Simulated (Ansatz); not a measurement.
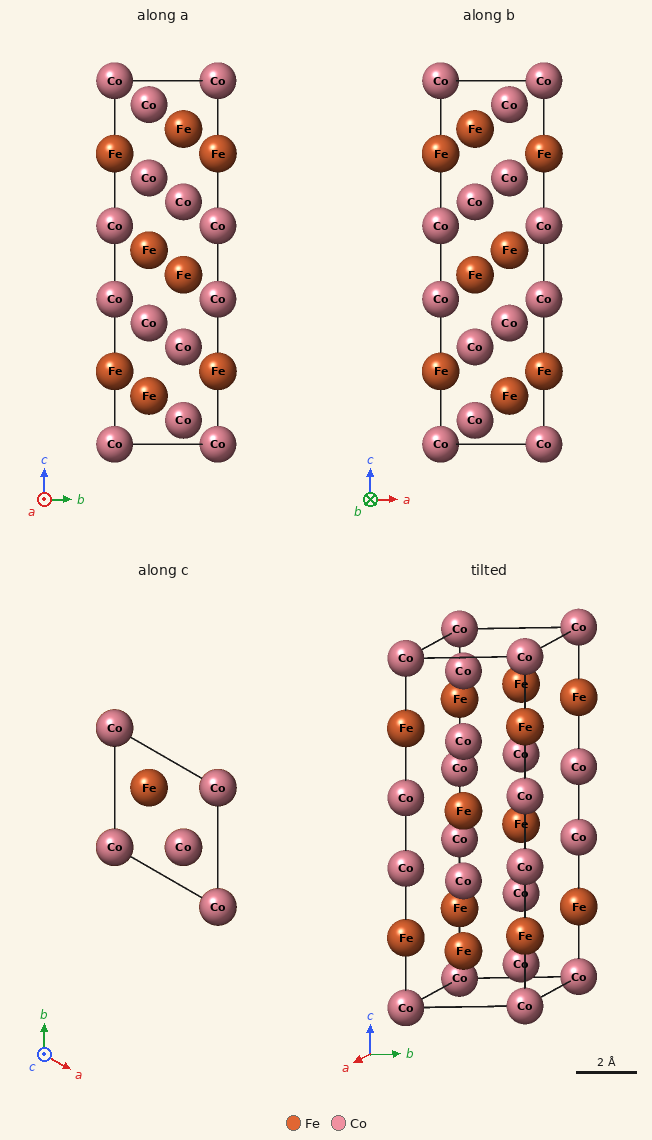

The crystal in a spheres-only representation, seen along the a axis, along the b axis, along the c axis and slightly off an axis. The box is the conventional unit cell; atoms on or close to its faces, edges and corners are drawn wherever they repeat.

Lattice parameters: a = 4.014 Å, b = 4.014 Å, c = 12.231 Å, α = 90.00°, β = 90.00°, γ = 120.00°.

From the views, write a table of Wyckoff sites, with free fractional coordinates to two decimals.

Space group R-3m:H (No. 166).
| atom | site | x | y | z |
| --- | --- | --- | --- | --- |
| Fe | 6c | 0.6667 | 0.3333 | 0.13 |
| Co | 6c | 0.3333 | 0.6667 | 0.27 |
| Co | 3a | 0.00 | 0.00 | 0.00 |

Origin of the cell: a structure type filled with these elements by a generator (whether the compound takes this form wasn't checked). This is the structure after a relaxation with DFT PBE, scalar-relativistic, plane waves, PAW (Ansatz 0.2.0).
